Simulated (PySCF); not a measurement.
```tsv
atom	x (Å)	y (Å)	z (Å)
C	1.1645	-0.8303	0.6152
C	0.2000	0.2839	0.4815
C	-0.6264	0.4566	-0.5656
C	-1.5318	1.5461	-0.6338
N	-2.2640	2.4247	-0.6860
C	-0.6628	-0.4244	-1.6768
N	-0.6949	-1.1312	-2.5771
H	1.1263	-1.5022	-0.2392
H	0.9521	-1.3915	1.5259
H	2.1749	-0.4325	0.7160
H	0.1675	1.0034	1.2901
```

Geometry: GFN2-xTB.

The calculation used PBE0/def2-SVPD, SCF density, gas phase (PySCF).

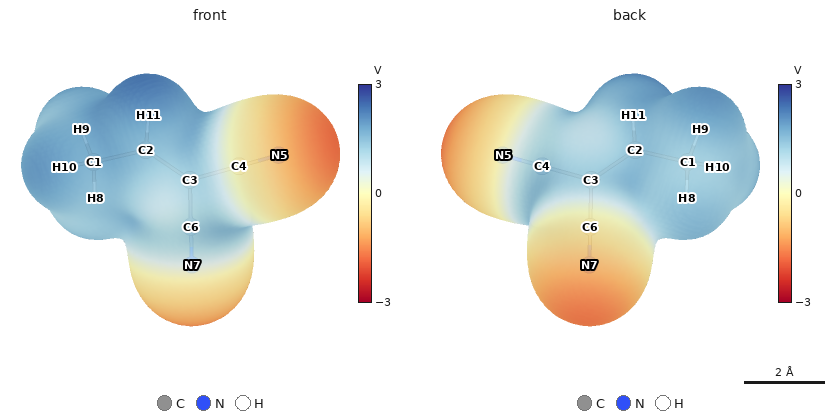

C5H4N2. The electrostatic potential painted on the density surface at 0.004 e/bohr³, seen from the front and from behind; the colour scale runs from red (negative) to blue (positive).

Q: Where is the surface potential most negative and most positive?

A: The most negative region (about −1.8 V, or −42 kcal/mol for a unit charge) lies over N5 and N7, the most positive (about +2.3 V, or +53 kcal/mol for a unit charge) over H11.

Q: How polar is the molecule by this calculation?

A: Its dipole moment is 5.47 D.
